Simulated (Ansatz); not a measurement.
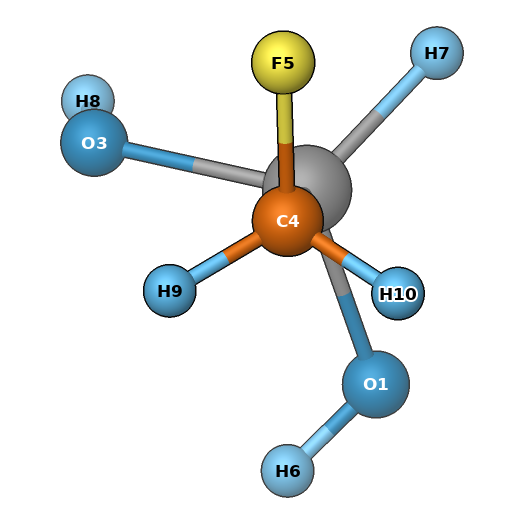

Ge2 lies behind C4. The molecule seen nearly along the C4–Ge2 bond, C4 in front. Atoms fade into the background with distance from the viewer. Computed geometry: PBE0-D4/def2-TZVP optimisation. No frequency run is at hand to confirm it as a minimum.

> What is the torsion angle F5–C4–Ge2–O1? The sign is positive where the front bond must turn clockwise to cover the back bond.

163°, antiperiplanar (anti).
